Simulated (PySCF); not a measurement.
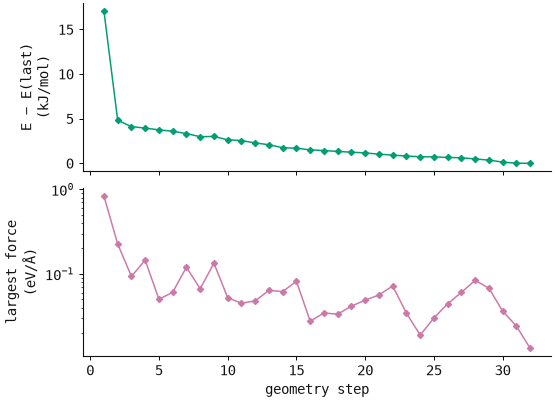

History of a geometry optimisation.

C5H11N3SSi (SMILES CN(C)[SiH2]Cc1ncsn1); PySCF, PBE0-D3(BJ)/def2-SVP, geometry optimisation.

**How did the optimisation end?**

The optimisation met its thresholds at geometry 32, counting the start as the first. The energy fell by about 17 kJ/mol from the first step to the last. The largest force goes from about 0.83 eV/Å at the start to 0.013 eV/Å at the end.
